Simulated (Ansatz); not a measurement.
InP: response to strain

The parent structure is InP in the zinc blende structure (space group F-43m, No. 216; a = 5.960 Å).

Strains are applied to the cell and any free atomic positions relax.

Level of theory: PBE in Ansatz (plane waves to 420 eV, PAW, without spin-orbit coupling).

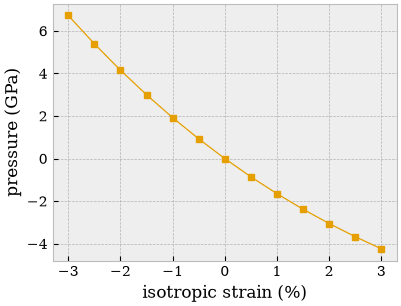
Fig. 1. Pressure against isotropic strain

From the plot, what is the pressure for isotropic strain +1.00 %?

About -1.7 GPa.

Is the trend monotonic over the range shown?

Yes, it falls throughout, spanning -4.25 GPa to 6.72 GPa.

Stability against distortions was not tested. All final runs are without spin polarisation.

Ansatz is a program for electronic structure.
